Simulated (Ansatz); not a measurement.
# Geometry relaxation, with input and output: LaH3O3 (part 2 of 2)

Continued. System: LaH3O3. Method: RKS r2SCAN-D4/def2-SVP (Ansatz 0.2.0). The geometry: GFN1-xTB start.

Geometry of the input (Å):
```
La 0.0508  0.3450  0.1736
O  1.4196  0.4496  -0.7416
O  1.2843  -0.7449  -0.0692
O  -1.1653  -0.6534  -0.4206
H  -0.5084  1.6973  1.4090
H  -1.5421  0.0109  0.1578
H  0.4611  -1.1044  -0.5091
```

```
these checks for a lower state are left out or cut short: starts
851 factors; their error is unknown
mean field -7041.79675507 eV, -258.7812576476 hartree, gradient 2.1e-5 eV, S^2 0.000000; 0 other end points of the search recorded, 0 dependent functions left out
the calculation of the forces begins
reference -7041.79678577 eV, -258.7812587758 hartree; 19, 19 occupied and 70, 70 virtual orbitals, 851 factors
Total energy: -7041.82303665 eV, -258.7822234779 hartree
Atom 0 at    -0.185511     0.321187     0.622450 Å, force     0.005986     0.007323     0.002558 eV/Å
Atom 1 at     1.405413     0.193390    -1.026750 Å, force     0.001462    -0.010406     0.007211 eV/Å
Atom 2 at     1.974687    -0.762816    -0.046612 Å, force    -0.001073    -0.005791    -0.010179 eV/Å
Atom 3 at    -2.186448    -0.130394    -0.065962 Å, force    -0.009053     0.000220    -0.006732 eV/Å
Atom 4 at    -0.133825     2.236519     1.649579 Å, force    -0.000393    -0.005613    -0.002086 eV/Å
Atom 5 at    -3.008436    -0.318632    -0.526283 Å, force     0.005170    -0.000313     0.004565 eV/Å
Atom 6 at     2.134121    -1.539263    -0.606432 Å, force    -0.002100     0.014580     0.004663 eV/Å
Dipole moment:    -0.081357    -1.115189     0.130078 e Å
Checks for a lower state left out: starts
```

## Trajectory as extended XYZ (Å, eV, eV/Å), 14 of the 36 frames kept, from step=1 to step=36
```
7
Properties=species:S:1:pos:R:3:forces:R:3 step=1 energy=-7015.48747
La    0.0508    0.3450    0.1736  -25.4848  43.2732  32.3330
O     1.4196    0.4496   -0.7416   26.8962   0.7015 -17.2179
O     1.2843   -0.7449   -0.0692   25.9499 -21.7892  -5.2587
O    -1.1653   -0.6534   -0.4206  -21.3594 -16.3758  -9.5264
H    -0.5084    1.6973    1.4090   -0.7977   1.9067   2.4509
H    -1.5421    0.0109    0.1578   -7.1923  -2.2629  -0.2629
H     0.4611   -1.1044   -0.5091    1.9881  -5.4535  -2.5181
7
Properties=species:S:1:pos:R:3:forces:R:3 step=4 energy=-7039.42973
La    0.0189    0.7601    0.3316   -0.0022   2.2524   0.2060
O     1.7281    0.3439   -0.9216    1.7569  -0.8993  -0.7887
O     1.4567   -0.9294   -0.1793   -0.1538  -1.0366  -1.0919
O    -1.3185   -0.7808   -0.4789   -0.7925   0.4175   0.4909
H    -0.6144    1.9769    1.7129   -0.6632   1.6688   1.9775
H    -1.8150   -0.1561    0.0978   -1.8168  -1.7849  -0.7531
H     0.5442   -1.2147   -0.5626    1.6716  -0.6179  -0.0408
7
Properties=species:S:1:pos:R:3:forces:R:3 step=6 energy=-7040.99300
La    0.0233    1.0234    0.0988   -0.3345  -0.1515  -0.3068
O     1.9088    0.2420   -0.9410   -0.0891  -0.5780   0.4579
O     1.4333   -0.9355   -0.1124   -0.7863   0.2031  -1.0604
O    -1.3215   -0.6962   -0.4625   -1.8736   1.7600   1.8525
H    -0.5924    2.0767    1.9556    0.1768  -0.0464   0.0339
H    -2.1236   -0.3884    0.1257    1.6456  -1.3052  -1.6090
H     0.6721   -1.3219   -0.6643    1.2612   0.1181   0.6318
7
Properties=species:S:1:pos:R:3:forces:R:3 step=9 energy=-7041.64185
La   -0.0918    1.0903   -0.0479   -0.1364  -0.1524  -0.0729
O     1.8998    0.2935   -0.8632    0.1084   0.1683  -0.1236
O     1.4821   -0.8085    0.0153   -0.2911  -0.2804  -0.1882
O    -1.6610   -0.3970   -0.3772   -0.7100  -0.0284   0.2931
H    -0.2103    1.9683    1.9230    0.0666   0.0780   0.1257
H    -2.5258   -0.6943   -0.0257    0.7153   0.1407  -0.3274
H     1.1069   -1.4523   -0.6243    0.2473   0.0742   0.2934
7
Properties=species:S:1:pos:R:3:forces:R:3 step=12 energy=-7041.73439
La   -0.1570    1.0180   -0.0095   -0.0936  -0.0008   0.0269
O     1.8286    0.3094   -0.9472    0.0313  -0.0440  -0.0162
O     1.5471   -0.7563    0.0415   -0.0495  -0.2136  -0.1767
O    -1.9100   -0.2288   -0.3463   -0.2934  -0.1809   0.1920
H    -0.0456    1.9753    1.9555    0.0023  -0.0053  -0.0283
H    -2.6929   -0.7727   -0.1688    0.3489   0.2184  -0.1595
H     1.4298   -1.5449   -0.5251    0.0540   0.2262   0.1619
7
Properties=species:S:1:pos:R:3:forces:R:3 step=14 energy=-7041.74720
La   -0.1640    1.0236    0.0145    0.0435  -0.0028  -0.0630
O     1.7986    0.2975   -0.9626    0.0611   0.0307  -0.0438
O     1.5440   -0.7584    0.0407   -0.0443  -0.0020   0.0040
O    -1.9455   -0.1774   -0.2554   -0.5917  -0.5239   0.0410
H    -0.0088    1.9938    1.9508    0.0039   0.0354   0.0718
H    -2.6688   -0.8303   -0.2724    0.5220   0.4796  -0.0269
H     1.4444   -1.5489   -0.5155    0.0055  -0.0170   0.0170
7
Properties=species:S:1:pos:R:3:forces:R:3 step=17 energy=-7041.75432
La   -0.1610    1.0314    0.0062   -0.0182  -0.0148   0.0097
O     1.8097    0.2959   -0.9572    0.0117   0.0239  -0.0181
O     1.5192   -0.7638    0.0340    0.0129  -0.0177   0.0148
O    -1.9471   -0.1754   -0.2331   -0.0286  -0.0221   0.0284
H    -0.0180    2.0046    1.9557    0.0066  -0.0001  -0.0146
H    -2.6425   -0.8374   -0.2818    0.0221   0.0298  -0.0249
H     1.4399   -1.5553   -0.5239   -0.0065   0.0010   0.0048
7
Properties=species:S:1:pos:R:3:forces:R:3 step=20 energy=-7041.75733
La   -0.1682    0.9662    0.0489    0.0175  -0.0133   0.0277
O     1.8062    0.3002   -0.9707   -0.0118   0.0003   0.0052
O     1.5745   -0.7711    0.0265   -0.0176  -0.0436  -0.0489
O    -2.0029   -0.1713   -0.1863    0.0060  -0.0029  -0.0039
H    -0.0208    2.0428    1.9439   -0.0016   0.0005  -0.0179
H    -2.7156   -0.7993   -0.3319    0.0043   0.0037  -0.0025
H     1.5268   -1.5674   -0.5303    0.0031   0.0554   0.0404
7
Properties=species:S:1:pos:R:3:forces:R:3 step=23 energy=-7041.75991
La   -0.1545    0.8216    0.2107   -0.0148  -0.0291   0.0223
O     1.7976    0.3115   -0.9518   -0.0897  -0.0918   0.0902
O     1.6541   -0.8348   -0.0152    0.0190   0.0448  -0.0883
O    -2.0614   -0.1761   -0.1381   -0.0443  -0.0815  -0.0380
H    -0.0739    2.2159    1.9124   -0.0092  -0.0556  -0.0689
H    -2.7988   -0.7409   -0.3987    0.1384   0.1368   0.0488
H     1.6370   -1.5972   -0.6193    0.0006   0.0764   0.0339
7
Properties=species:S:1:pos:R:3:forces:R:3 step=25 energy=-7041.76347
La   -0.1562    0.7834    0.2414    0.0367   0.0161   0.0484
O     1.7747    0.3104   -0.9646   -0.0505  -0.1125   0.0795
O     1.6853   -0.8326   -0.0164    0.0163   0.0387  -0.1107
O    -2.0721   -0.1759   -0.1320   -0.1317  -0.1189  -0.0580
H    -0.0788    2.2247    1.9001   -0.0120  -0.0371  -0.0507
H    -2.8238   -0.7113   -0.4124    0.1354   0.1288   0.0515
H     1.6709   -1.5988   -0.6161    0.0058   0.0848   0.0400
7
Properties=species:S:1:pos:R:3:forces:R:3 step=28 energy=-7041.77354 accepted=F
La   -0.1331    0.4676    0.5493   -0.2596   0.0191  -0.2355
O     1.5659    0.2697   -1.0390   -0.0880  -0.5218   0.6657
O     1.9197   -0.8296   -0.0550   -0.1745   0.4991  -0.3730
O    -2.1270   -0.1672   -0.0906   -0.2346  -0.1132  -0.1765
H    -0.1890    2.3232    1.7719    0.0593  -0.2046  -0.1474
H    -2.9636   -0.4537   -0.5027    0.6747   0.2461   0.3157
H     1.9270   -1.6100   -0.6339    0.0227   0.0753  -0.0490
7
Properties=species:S:1:pos:R:3:forces:R:3 step=31 energy=-7041.81866
La   -0.1683    0.3721    0.6250    0.0193  -0.1160   0.0087
O     1.4283    0.2205   -1.0103    0.0459   0.0084  -0.0673
O     1.9738   -0.7751   -0.0618   -0.0969   0.0347   0.0672
O    -2.1478   -0.1656   -0.0684    0.0307   0.0425   0.0157
H    -0.1484    2.2700    1.6752   -0.0017   0.0517   0.0130
H    -2.9627   -0.3548   -0.5395   -0.0288  -0.0173  -0.0078
H     2.0251   -1.5671   -0.6202    0.0315  -0.0040  -0.0296
7
Properties=species:S:1:pos:R:3:forces:R:3 step=33 energy=-7041.82102
La   -0.1698    0.3472    0.6403    0.0237   0.0158   0.0111
O     1.4297    0.2278   -0.9982   -0.0017   0.0039  -0.0179
O     1.9605   -0.7833   -0.0548   -0.0061  -0.0157  -0.0113
O    -2.1478   -0.1541   -0.0722   -0.0422  -0.0029  -0.0027
H    -0.1475    2.2724    1.6529    0.0006  -0.0015   0.0089
H    -2.9667   -0.3527   -0.5331   -0.0030   0.0004  -0.0052
H     2.0417   -1.5573   -0.6350    0.0285   0.0000   0.0170
7
Properties=species:S:1:pos:R:3:forces:R:3 step=36 energy=-7041.82301
La   -0.1855    0.3212    0.6224    0.0060   0.0073   0.0026
O     1.4054    0.1934   -1.0268    0.0015  -0.0104   0.0072
O     1.9747   -0.7628   -0.0466   -0.0011  -0.0058  -0.0102
O    -2.1864   -0.1304   -0.0660   -0.0091   0.0002  -0.0067
H    -0.1338    2.2365    1.6496   -0.0004  -0.0056  -0.0021
H    -3.0084   -0.3186   -0.5263    0.0052  -0.0003   0.0046
H     2.1341   -1.5393   -0.6064   -0.0021   0.0146   0.0047
```

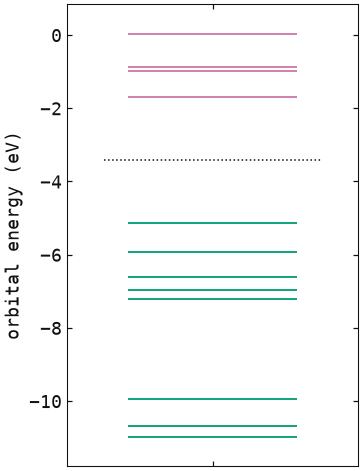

Fig. 1: Orbital energies near the frontier; the dotted line parts filled from empty levels, and levels within 0.02 eV of each other stand side by side. Highest filled −5.13 eV, lowest empty −1.70 eV, 3.43 eV apart.
